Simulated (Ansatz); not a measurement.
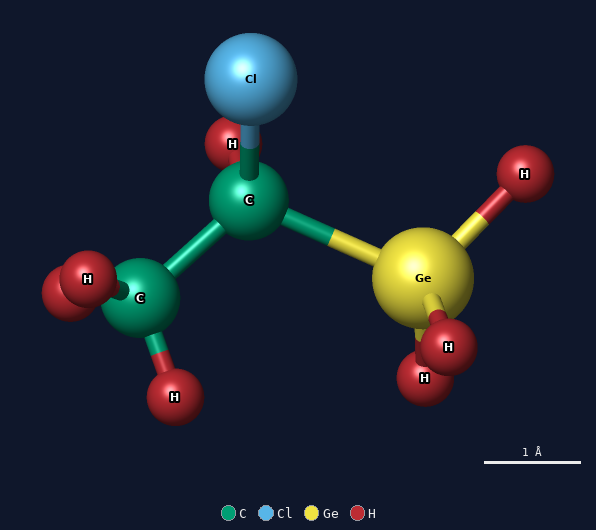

The structure (ball-and-stick view, seen at a tilt). Sticks mark near contacts. Bond lengths as drawn: C–C 1.54 Å, C–Cl 1.84 Å, C–Ge 1.99 Å, C–H 1.10 Å and Ge–H 1.55 Å.

Phonon calculation, with input and output: C2H7ClGe

The run: phonon calculation of C2H7ClGe, SMILES C[CH](Cl)[GeH3]. Method and program: RKS PBE/def2-mTZVP (Ansatz 0.2.0).

It belongs to a series of runs on one base structure; here: vibrations at the highest image of the band.

**Input**
```yaml
crystal:
  periodic: [false, false, false]
  atoms:
    - { symbol: C, position_ang: [-0.654572, 1.295752, 0.157668] }
    - { symbol: C, position_ang: [0.510087, 0.389734, -0.267754] }
    - { symbol: Cl, position_ang: [2.041953, 0.76362, 0.687481] }
    - { symbol: Ge, position_ang: [0.144339, -1.557887, -0.055607] }
    - { symbol: H, position_ang: [-0.359462, 1.95501, 0.983647] }
    - { symbol: H, position_ang: [-1.531372, 0.725108, 0.499345] }
    - { symbol: H, position_ang: [-0.979626, 1.935882, -0.675076] }
    - { symbol: H, position_ang: [0.799493, 0.582319, -1.307515] }
    - { symbol: H, position_ang: [1.347543, -2.392046, -0.553223] }
    - { symbol: H, position_ang: [-1.119316, -1.911676, -0.888072] }
    - { symbol: H, position_ang: [-0.133765, -1.842618, 1.439606] }
basis:
  gaussian: { orbitals: def2-mTZVP }
hamiltonian:
  xc: pbe
phonons: {}
```

Run as:
```bash
ansatz run input.yaml --threads 2 --pin off --max-ram 3072MiB --backend cpu --events-out ev --progress --plain --runs-dir out
```

**Output**
```
Engine: ansatz 0.2.0, aarch64-unknown-linux-gnu
Functional definition: PBE
  parameter kappa = 0.804
  parameter beta = 0.06672455060314922
  exchange = pbe_x(kappa = kappa, mu = beta*pi^2/3)
  correlation = pbe_c(beta = beta)
1248 factors; their error is unknown
mean field evaluation 1: about -71201.9476 eV, gradient 7.0e1 eV
mean field evaluation 2: about -71176.6054 eV, gradient 1.2e2 eV
mean field evaluation 4: about -71212.3228 eV, gradient 1.1e1 eV
mean field evaluation 8: about -71212.5888 eV, gradient 2.8e-1 eV
mean field evaluation 16: about -71212.5236 eV, gradient 7.0e-4 eV
mean field -71212.52363561 eV, -2617.0119740264 hartree, gradient 3.6e-5 eV, S^2 0.000000; 0 other end points of the search recorded, 0 dependent functions left out
the calculation of the forces begins
reference -71212.52367972 eV, -2617.0119756474 hartree; 34, 34 occupied and 83, 83 virtual orbitals, 1248 factors
these checks for a lower state are left out or cut short: stability, starts, cluster_reference, orbital_swaps, neighbouring_geometries, increment
1248 factors; their error is unknown
mean field -71212.52349922 eV, -2617.0119690142 hartree, gradient 2.2e-6 eV, S^2 0.000000; 0 other end points of the search recorded, 0 dependent functions left out
[... from here on the field's lines of each further geometry are left out, up to the last ...]
the calculation of the forces begins
reference -71212.52363350 eV, -2617.0119739489 hartree; 34, 34 occupied and 83, 83 virtual orbitals, 1248 factors
these checks for a lower state are left out or cut short: stability, starts, cluster_reference, orbital_swaps, neighbouring_geometries, increment
1248 factors; their error is unknown
mean field evaluation 480: about -71212.5236 eV, gradient 2.2e-6 eV
mean field -71212.52358697 eV, -2617.0119722392 hartree, gradient 2.3e-6 eV, S^2 0.000000; 0 other end points of the search recorded, 0 dependent functions left out
the calculation of the forces begins
reference -71212.52363108 eV, -2617.0119738601 hartree; 34, 34 occupied and 83, 83 virtual orbitals, 1248 factors
WARN: phonons: modes at or below zero, which the zero-point energy, F, S and C_V leave out: 1, the lowest at -250.37 cm⁻¹. A minimum has none, and a first-order saddle one
Total energy: -71212.52367972 eV, -2617.0119756474 hartree
Atom 0 at    -0.654572     1.295752     0.157668 Å, force     0.003368     0.008948    -0.006302 eV/Å
Atom 1 at     0.510087     0.389734    -0.267754 Å, force    -0.018380    -0.006296    -0.002788 eV/Å
Atom 2 at     2.041953     0.763620     0.687481 Å, force     0.011837     0.002850     0.005547 eV/Å
Atom 3 at     0.144339    -1.557887    -0.055607 Å, force    -0.001511    -0.002037    -0.001945 eV/Å
Atom 4 at    -0.359462     1.955010     0.983647 Å, force    -0.000228    -0.005116     0.001430 eV/Å
Atom 5 at    -1.531372     0.725108     0.499345 Å, force     0.001419    -0.000457     0.001703 eV/Å
Atom 6 at    -0.979626     1.935882    -0.675076 Å, force     0.001400    -0.006102     0.001761 eV/Å
Atom 7 at     0.799493     0.582319    -1.307515 Å, force     0.000279     0.000546     0.000356 eV/Å
Atom 8 at     1.347543    -2.392046    -0.553223 Å, force     0.002509     0.003159     0.002100 eV/Å
Atom 9 at    -1.119316    -1.911676    -0.888072 Å, force    -0.001741     0.001643    -0.002281 eV/Å
Atom 10 at    -0.133765    -1.842618     1.439606 Å, force     0.001047     0.002863     0.000418 eV/Å
Dipole moment:    -0.343282     0.021898    -0.202577 e Å
Vibrations: -250.37 126.79 160.19 226.57 346.34 457.19 544.27 621.50 670.10 793.02 847.79 849.07 988.14 1024.14 1038.22 1161.32 1244.42 1390.68 1465.66 1468.62 2062.60 2095.91 2108.69 2973.80 3022.53 3038.83 3060.06 cm⁻¹, zero-point energy 2.094492 eV
```

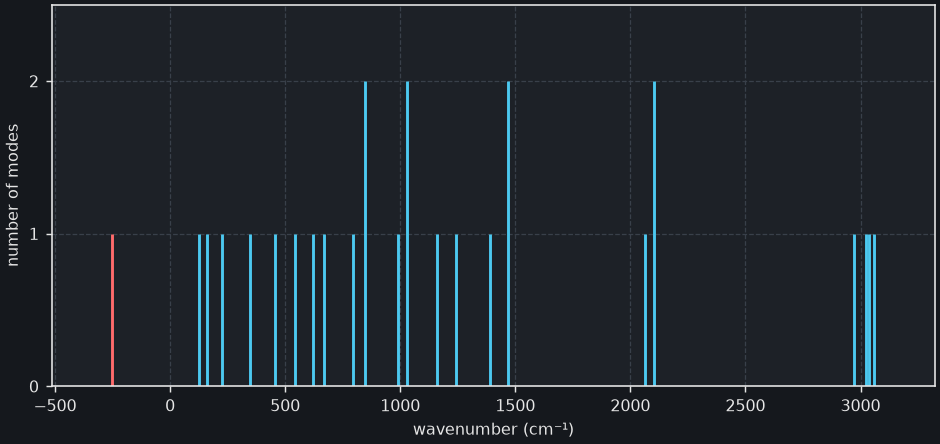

Harmonic vibrational wavenumbers from the force constants; neighbouring modes closer than 15 cm⁻¹ are counted in one stick, and imaginary ones are drawn at negative wavenumbers. 27 modes from 250i to 3060 cm⁻¹, 1 imaginary beyond 8i (250i cm⁻¹): a first-order saddle point, if the geometry is stationary.

**Results in brief**

| quantity | value |
| --- | --- |
| outcome | converged |
| total energy | −71212.5237 eV |
| mean-field energy | −71212.5237 eV |
| largest force (length of the vector) | 0.020 eV/Å |
| hardware | 2 threads of Arm Neoverse V1, 24 GiB of memory available, shared host |
| wall time | 1.8 min (CPU time 3.5 min) |
| peak memory | 0.16 GiB |
